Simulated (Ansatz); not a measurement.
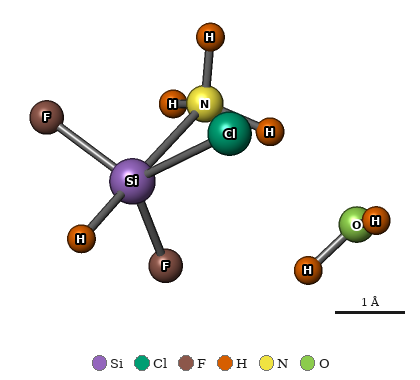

*The starting structure (ball-and-stick view, seen at a tilt).*

Bond lengths as drawn: Cl–Si 2.13 Å, F–Si 1.62 to 1.64 Å, H–N 1.02 to 1.04 Å, H–O 0.97 Å, H–Si 1.48 Å and N–Si 2.02 Å.

# SiNH6ClOF2: nudged elastic band

System: SiNH6ClOF2.
Method: RKS PBE0/6-31G* (Ansatz 0.2.0).

One setting was made poor on purpose. It belongs to a series of runs on one base structure; here: band between the two ends.

The input:
```yaml
crystal:
  periodic: [false, false, false]
  atoms:
    - { symbol: Si, position_ang: [-0.536646, 0.927343, -0.824552] }
    - { symbol: Cl, position_ang: [1.557073, 0.892823, -1.21794] }
    - { symbol: F, position_ang: [-1.609243, 0.389035, -1.918221] }
    - { symbol: F, position_ang: [-0.992984, 0.998918, 0.750877] }
    - { symbol: H, position_ang: [-0.670666, 2.374963, -1.114464] }
    - { symbol: H, position_ang: [0.278804, -1.134934, 0.437819] }
    - { symbol: "N", position_ang: [-0.308632, -1.038255, -0.410286] }
    - { symbol: H, position_ang: [1.872177, -0.06533, 1.660266] }
    - { symbol: O, position_ang: [1.082572, -0.520405, 1.985744] }
    - { symbol: H, position_ang: [-1.21664, -1.463401, -0.226174] }
    - { symbol: H, position_ang: [0.123417, -1.546237, -1.179567] }
    - { symbol: H, position_ang: [0.420771, 0.18558, 2.056497] }
basis:
  gaussian: { orbitals: "6-31G*" }
hamiltonian:
  xc: pbe0
neb:
  order_check: false
  images: 5
  f_tol: 0.03
  max_iterations: 60
  initial_path: linear
  final_atoms:
    - { symbol: Si, position_ang: [-1.32059864, 0.72484385, -0.81655142] }
    - { symbol: Cl, position_ang: [2.84999917, 0.20567604, -0.44191736] }
    - { symbol: F, position_ang: [-2.3455491, 0.64365865, -2.03976466] }
    - { symbol: F, position_ang: [-2.2143278, 1.03549597, 0.47150176] }
    - { symbol: H, position_ang: [-0.33588861, 1.79421434, -1.03914709] }
    - { symbol: H, position_ang: [0.35368317, -0.68539311, 1.17025271] }
    - { symbol: "N", position_ang: [-0.49367242, -0.75919573, -0.5280531] }
    - { symbol: H, position_ang: [2.17468528, -0.10930162, 0.68500744] }
    - { symbol: O, position_ang: [1.10915856, -0.55599501, 1.79297525] }
    - { symbol: H, position_ang: [-1.02250799, -1.62423179, -0.57943109] }
    - { symbol: H, position_ang: [0.38528629, -0.85697744, -1.03389485] }
    - { symbol: H, position_ang: [0.8597351, 0.18730585, 2.35902142] }
```

Command:
```bash
ansatz run input.yaml --threads 2 --pin off --max-ram 3072MiB --backend cpu --events-out ev --progress --plain --runs-dir out
```

Log:
```
Engine: ansatz 0.2.0, x86_64-unknown-linux-gnu
Functional definition: PBE0
  parameter a = 0.25
  parameter kappa = 0.804
  parameter beta = 0.06672455060314922
  exchange = (1 - a)*pbe_x(kappa = kappa, mu = beta*pi^2/3) + a*exact_x
  correlation = pbe_c(beta = beta)
1135 factors; integrals over basis functions are off by at most 5.2e-4 eV
mean field evaluation 1: about -29449.0938 eV, gradient 6.5e1 eV
mean field evaluation 2: about -29444.9133 eV, gradient 8.2e1 eV
mean field evaluation 4: about -29456.1351 eV, gradient 2.2e0 eV
mean field evaluation 8: about -29456.1785 eV, gradient 1.2e-1 eV
mean field evaluation 16: about -29456.1786 eV, gradient 2.6e-5 eV
mean field -29456.17857453 eV, -1082.4945964991 hartree, gradient 2.6e-5 eV, S^2 0.000000; 0 other end points of the search recorded, 0 dependent functions left out
the calculation of the forces begins
reference -29456.17860029 eV, -1082.4945974458 hartree; 35, 35 occupied and 75, 75 virtual orbitals, 1135 factors
1133 factors; integrals over basis functions are off by at most 6.1e-4 eV
mean field evaluation 32: about -29455.5857 eV, gradient 7.1e-5 eV
mean field -29455.58565500 eV, -1082.4728071080 hartree, gradient 7.2e-5 eV, S^2 0.000000; 0 other end points of the search recorded, 0 dependent functions left out
[... from here on the field's lines of each further geometry are left out, up to the last ...]
NEB iter   1: max|band force component| = 4.912e0 eV/Å  barrier→ = 2.7548 eV  barrier← = 2.1619 eV  Δτ_max = 0.2000 Å  (185 SCF iters)
NEB iter   2: max|band force component| = 1.788e0 eV/Å  barrier→ = 1.2601 eV  barrier← = 0.6671 eV  Δτ_max = 0.2000 Å  (140 SCF iters)
NEB iter   3: max|band force component| = 2.419e0 eV/Å  barrier→ = 1.0487 eV  barrier← = 0.4557 eV  Δτ_max = 0.0998 Å  (138 SCF iters)
NEB iter   4: max|band force component| = 4.548e-1 eV/Å  barrier→ = 0.9445 eV  barrier← = 0.3516 eV  CI = image 3  Δτ_max = 0.2000 Å  (142 SCF iters)
NEB iter   5: max|band force component| = 7.629e-1 eV/Å  barrier→ = 0.9430 eV  barrier← = 0.3501 eV  CI = image 3  Δτ_max = 0.1003 Å  (141 SCF iters)
NEB iter   6: max|band force component| = 3.544e-1 eV/Å  barrier→ = 0.9107 eV  barrier← = 0.3178 eV  CI = image 3  Δτ_max = 0.2000 Å  (142 SCF iters)
NEB iter   7: max|band force component| = 7.352e-1 eV/Å  barrier→ = 0.8963 eV  barrier← = 0.3034 eV  CI = image 3  Δτ_max = 0.1009 Å  (142 SCF iters)
NEB iter   8: max|band force component| = 3.319e-1 eV/Å  barrier→ = 0.8865 eV  barrier← = 0.2936 eV  CI = image 3  Δτ_max = 0.2000 Å  (141 SCF iters)
NEB iter   9: max|band force component| = 3.106e-1 eV/Å  barrier→ = 0.8844 eV  barrier← = 0.2915 eV  CI = image 3  Δτ_max = 0.0710 Å  (139 SCF iters)
NEB iter  10: max|band force component| = 2.581e-1 eV/Å  barrier→ = 0.8704 eV  barrier← = 0.2774 eV  CI = image 3  Δτ_max = 0.1716 Å  (141 SCF iters)
NEB iter  11: max|band force component| = 2.164e-1 eV/Å  barrier→ = 0.8576 eV  barrier← = 0.2647 eV  CI = image 3  Δτ_max = 0.0944 Å  (142 SCF iters)
NEB iter  12: max|band force component| = 2.494e-1 eV/Å  barrier→ = 0.8468 eV  barrier← = 0.2539 eV  CI = image 3  Δτ_max = 0.0473 Å  (141 SCF iters)
NEB iter  13: max|band force component| = 1.553e-1 eV/Å  barrier→ = 0.8411 eV  barrier← = 0.2482 eV  CI = image 3  Δτ_max = 0.0473 Å  (141 SCF iters)
NEB iter  14: max|band force component| = 1.293e-1 eV/Å  barrier→ = 0.8355 eV  barrier← = 0.2426 eV  CI = image 3  Δτ_max = 0.0472 Å  (142 SCF iters)
NEB iter  15: max|band force component| = 1.260e-1 eV/Å  barrier→ = 0.8299 eV  barrier← = 0.2370 eV  CI = image 3  Δτ_max = 0.0472 Å  (142 SCF iters)
NEB iter  16: max|band force component| = 1.196e-1 eV/Å  barrier→ = 0.8241 eV  barrier← = 0.2312 eV  CI = image 3  Δτ_max = 0.0472 Å  (143 SCF iters)
NEB iter  17: max|band force component| = 1.125e-1 eV/Å  barrier→ = 0.8180 eV  barrier← = 0.2251 eV  CI = image 3  Δτ_max = 0.0472 Å  (142 SCF iters)
NEB iter  18: max|band force component| = 1.378e-1 eV/Å  barrier→ = 0.8116 eV  barrier← = 0.2187 eV  CI = image 3  Δτ_max = 0.0472 Å  (138 SCF iters)
NEB iter  19: max|band force component| = 1.632e-1 eV/Å  barrier→ = 0.8049 eV  barrier← = 0.2120 eV  CI = image 3  Δτ_max = 0.0472 Å  (136 SCF iters)
NEB iter  20: max|band force component| = 1.882e-1 eV/Å  barrier→ = 0.7979 eV  barrier← = 0.2049 eV  CI = image 3  Δτ_max = 0.0945 Å  (136 SCF iters)
NEB iter  21: max|band force component| = 2.434e-1 eV/Å  barrier→ = 0.7835 eV  barrier← = 0.1906 eV  CI = image 3  Δτ_max = 0.0946 Å  (141 SCF iters)
NEB iter  22: max|band force component| = 2.963e-1 eV/Å  barrier→ = 0.7700 eV  barrier← = 0.1771 eV  CI = image 3  Δτ_max = 0.0945 Å  (143 SCF iters)
NEB iter  23: max|band force component| = 2.798e-1 eV/Å  barrier→ = 0.7574 eV  barrier← = 0.1645 eV  CI = image 3  Δτ_max = 0.0527 Å  (142 SCF iters)
NEB iter  24: max|band force component| = 1.455e-1 eV/Å  barrier→ = 0.7485 eV  barrier← = 0.1556 eV  CI = image 3  Δτ_max = 0.0568 Å  (131 SCF iters)
NEB iter  25: max|band force component| = 1.024e-1 eV/Å  barrier→ = 0.7462 eV  barrier← = 0.1533 eV  CI = image 3  Δτ_max = 0.0321 Å  (124 SCF iters)
NEB iter  26: max|band force component| = 7.284e-2 eV/Å  barrier→ = 0.7452 eV  barrier← = 0.1523 eV  CI = image 3  Δτ_max = 0.0175 Å  (132 SCF iters)
NEB iter  27: max|band force component| = 3.816e-2 eV/Å  barrier→ = 0.7450 eV  barrier← = 0.1521 eV  CI = image 3  Δτ_max = 0.0133 Å  (115 SCF iters)
the calculation of the forces begins
reference -29455.59805906 eV, -1082.4732629489 hartree; 35, 35 occupied and 75, 75 virtual orbitals, 1135 factors
1135 factors; integrals over basis functions are off by at most 5.3e-4 eV
mean field -29455.43366070 eV, -1082.4672214208 hartree, gradient 2.3e-5 eV, S^2 0.000000; 1 other end points of the search recorded, 0 dependent functions left out
the calculation of the forces begins
reference -29455.43368787 eV, -1082.4672224192 hartree; 35, 35 occupied and 75, 75 virtual orbitals, 1135 factors
NEB iter  28: max|band force component| = 2.694e-2 eV/Å  barrier→ = 0.7449 eV  barrier← = 0.1520 eV  CI = image 3  Δτ_max = 0.0000 Å  (245 SCF iters)
```

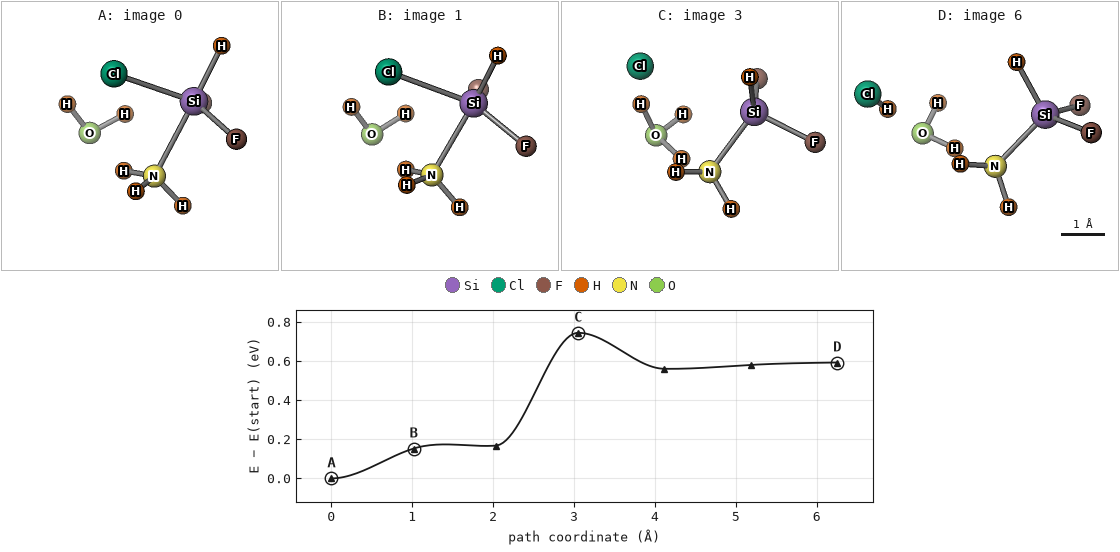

*Images of the last band (counted from 0; ball-and-stick, seen at a tilt) above the energy along the path; the line is a cubic interpolation that uses the forces.*

The highest image is number 3, 0.745 eV above the start and 0.152 eV above the end (the climbing image); the end lies 0.593 eV above the start. The path is 6.25 Å long. The band converged in 28 iterations.

```
Total energy: -29455.43368787 eV, -1082.4672224192 hartree
Atom 0 at    -0.928064     0.683534    -0.716284 Å, force    -0.010080    -0.005750    -0.005305 eV/Å
Atom 1 at     1.924623     1.124336    -0.427549 Å, force     0.002591     0.000809    -0.005616 eV/Å
Atom 2 at    -2.481548     0.309661    -0.919814 Å, force     0.005849     0.003502    -0.001263 eV/Å
Atom 3 at    -0.922500     1.342736     0.747985 Å, force     0.000563    -0.001084     0.008766 eV/Å
Atom 4 at    -0.564212     1.555339    -1.832336 Å, force    -0.000894    -0.002689     0.000478 eV/Å
Atom 5 at     0.394196    -0.905824     0.795174 Å, force     0.001355     0.002431    -0.000511 eV/Å
Atom 6 at    -0.232165    -0.945649    -0.545232 Å, force     0.004538     0.010151    -0.005712 eV/Å
Atom 7 at     1.601687     0.136406     0.983090 Å, force    -0.002342    -0.008363     0.004990 eV/Å
Atom 8 at     1.045579    -0.559486     1.611114 Å, force    -0.000568     0.006434    -0.002859 eV/Å
Atom 9 at    -0.914471    -1.680788    -0.722369 Å, force    -0.000134    -0.000958     0.003337 eV/Å
Atom 10 at     0.587751    -1.079475    -1.136260 Å, force     0.000697    -0.002169     0.003119 eV/Å
Atom 11 at     0.489129     0.019310     2.162480 Å, force    -0.001574    -0.002313     0.000576 eV/Å
Dipole moment:    -0.538366    -0.806514     0.198821 e Å
this run last wrote the band of iteration 28 to [file]
```

The last band as extended XYZ (Å, eV, eV/Å):
```
12
Properties=species:S:1:pos:R:3:forces:R:3 image=0 energy=-29456.17858
Si   -0.5366    0.9273   -0.8246    0.0018  -0.0027   0.0008
Cl    1.5571    0.8928   -1.2179   -0.0002  -0.0001  -0.0026
F    -1.6092    0.3890   -1.9182    0.0008  -0.0009  -0.0002
F    -0.9930    0.9989    0.7509    0.0004  -0.0002   0.0002
H    -0.6707    2.3750   -1.1145   -0.0012   0.0035   0.0002
H     0.2788   -1.1349    0.4378    0.0020  -0.0021   0.0021
N    -0.3086   -1.0383   -0.4103   -0.0015   0.0052  -0.0008
H     1.8722   -0.0653    1.6603   -0.0009   0.0002   0.0009
O     1.0826   -0.5204    1.9857   -0.0023   0.0010   0.0000
H    -1.2166   -1.4634   -0.2262   -0.0012  -0.0015   0.0004
H     0.1234   -1.5462   -1.1796    0.0005  -0.0014  -0.0014
H     0.4208    0.1856    2.0565    0.0018  -0.0011   0.0003
12
Properties=species:S:1:pos:R:3:forces:R:3 image=1 energy=-29456.02573
Si   -0.6145    0.8978   -0.7877   -0.0058   0.0082  -0.0057
Cl    1.5747    1.0080   -0.9895   -0.0093  -0.0146  -0.0362
F    -2.0353    0.3124   -1.3570    0.0251  -0.0113  -0.0748
F    -0.8514    1.2128    0.7864   -0.0104  -0.0316   0.0000
H    -0.7126    2.1600   -1.5511   -0.0087   0.0577   0.0502
H     0.2713   -1.0950    0.4361    0.0091   0.0007   0.0016
N    -0.2279   -1.0164   -0.4772   -0.0086  -0.0125   0.0208
H     1.8048   -0.0884    1.5178    0.0155  -0.0001   0.0120
O     1.0746   -0.5686    1.9390    0.0076   0.0053   0.0103
H    -1.0959   -1.5498   -0.4518   -0.0069   0.0027   0.0242
H     0.3758   -1.4079   -1.1984   -0.0135  -0.0149   0.0075
H     0.4363    0.1353    2.1333    0.0060   0.0104  -0.0099
12
Properties=species:S:1:pos:R:3:forces:R:3 image=2 energy=-29456.01082
Si   -0.6675    0.8486   -0.7177   -0.0034   0.0124  -0.0116
Cl    1.5777    1.1895   -0.7160   -0.0097   0.0063  -0.0181
F    -2.2142    0.2950   -0.8065    0.0120  -0.0037   0.0049
F    -0.7877    1.4463    0.7803    0.0025   0.0008   0.0083
H    -0.7330    1.6895   -1.9262   -0.0048   0.0056  -0.0034
H     0.2633   -1.0792    0.3856   -0.0007  -0.0037  -0.0386
N    -0.1519   -0.9905   -0.5805    0.0072  -0.0053   0.0257
H     1.6769   -0.0146    1.4200    0.0099   0.0022   0.0143
O     1.0271   -0.5872    1.8670   -0.0149  -0.0162   0.0117
H    -0.9598   -1.6049   -0.6803   -0.0011   0.0043  -0.0003
H     0.5770   -1.2470   -1.2452    0.0030  -0.0111   0.0022
H     0.3921    0.0546    2.2196    0.0000   0.0084   0.0049
12
Properties=species:S:1:pos:R:3:forces:R:3 image=3 energy=-29455.43366
Si   -0.9281    0.6835   -0.7163   -0.0101  -0.0057  -0.0053
Cl    1.9246    1.1243   -0.4275    0.0026   0.0008  -0.0056
F    -2.4815    0.3097   -0.9198    0.0058   0.0035  -0.0013
F    -0.9225    1.3427    0.7480    0.0006  -0.0011   0.0088
H    -0.5642    1.5553   -1.8323   -0.0009  -0.0027   0.0005
H     0.3942   -0.9058    0.7952    0.0014   0.0024  -0.0005
N    -0.2322   -0.9456   -0.5452    0.0045   0.0102  -0.0057
H     1.6017    0.1364    0.9831   -0.0023  -0.0084   0.0050
O     1.0456   -0.5595    1.6111   -0.0006   0.0064  -0.0029
H    -0.9145   -1.6808   -0.7224   -0.0001  -0.0010   0.0033
H     0.5878   -1.0795   -1.1363    0.0007  -0.0022   0.0031
H     0.4891    0.0193    2.1625   -0.0016  -0.0023   0.0006
12
Properties=species:S:1:pos:R:3:forces:R:3 image=4 energy=-29455.61779
Si   -1.1953    0.5882   -0.7154   -0.0034   0.0056  -0.0026
Cl    2.5305    0.8186   -0.3745    0.0083  -0.0004  -0.0033
F    -2.7449    0.2458   -0.8975   -0.0033  -0.0019  -0.0017
F    -1.0626    1.2717    0.7309   -0.0012  -0.0015   0.0008
H    -0.7456    1.5542   -1.7279   -0.0018  -0.0002   0.0023
H     0.4296   -0.8809    1.1015   -0.0028   0.0005  -0.0009
N    -0.3548   -0.9163   -0.6907    0.0011  -0.0054   0.0024
H     1.9557    0.2521    0.7210   -0.0003  -0.0022   0.0026
O     1.0351   -0.4818    1.7681    0.0065   0.0017   0.0068
H    -0.8952   -1.7436   -0.9173   -0.0014   0.0004  -0.0044
H     0.5469   -0.9318   -1.1597   -0.0003   0.0016  -0.0009
H     0.5006    0.2240    2.1614   -0.0013   0.0016  -0.0012
12
Properties=species:S:1:pos:R:3:forces:R:3 image=5 energy=-29455.59803
Si   -1.3477    0.5429   -0.6701    0.0063  -0.0025  -0.0014
Cl    2.6907    0.6637   -0.6014   -0.0014   0.0033   0.0038
F    -2.7732    0.2499   -1.3278   -0.0052  -0.0009   0.0111
F    -1.6565    1.0180    0.8288    0.0134   0.0054   0.0045
H    -0.6351    1.6114   -1.3832    0.0000  -0.0026  -0.0082
H     0.4967   -0.7155    1.1000   -0.0016  -0.0019  -0.0002
N    -0.4077   -0.8980   -0.5897   -0.0017   0.0008  -0.0039
H     2.1225    0.2464    0.5520   -0.0023   0.0023   0.0018
O     1.1959   -0.3684    1.7022   -0.0025   0.0000   0.0009
H    -0.8844   -1.7905   -0.6572    0.0012  -0.0016  -0.0049
H     0.4371   -0.8968   -1.1561    0.0018  -0.0017  -0.0019
H     0.7618    0.3370    2.2025   -0.0080  -0.0004  -0.0015
12
Properties=species:S:1:pos:R:3:forces:R:3 image=6 energy=-29455.58565
Si   -1.5051    0.5075   -0.6429   -0.0116   0.0119  -0.0053
Cl    2.7098    0.5772   -0.8271   -0.0024  -0.0017   0.0065
F    -2.6604    0.2427   -1.7145    0.0110   0.0039   0.0116
F    -2.2562    0.7395    0.7486    0.0099  -0.0029  -0.0120
H    -0.7181    1.6927   -1.0154   -0.0090  -0.0134   0.0033
H     0.5972   -0.5878    1.1235    0.0025   0.0017   0.0038
N    -0.4474   -0.8382   -0.4430    0.0033  -0.0007   0.0020
H     2.2395    0.2139    0.3862    0.0024   0.0031  -0.0063
O     1.4024   -0.3339    1.6358   -0.0056   0.0036   0.0019
H    -0.8517   -1.7687   -0.4072   -0.0013   0.0007  -0.0008
H     0.3623   -0.8331   -1.0613   -0.0008  -0.0002  -0.0002
H     1.1278    0.3883    2.2173    0.0016  -0.0060  -0.0045
```

Key numbers:

| quantity | value |
| --- | --- |
| outcome | converged |
| barrier, forward | 0.745 eV |
| barrier, backward | 0.152 eV |
| hardware | 2 threads of AMD EPYC (Zen 3), 16 GiB of memory available, shared host |
| wall time | 6 min (CPU time 12 min) |
| peak memory | 0.3 GiB |

Remarks:

A deliberately poor setting: straight start. The order of the saddle point was not checked.
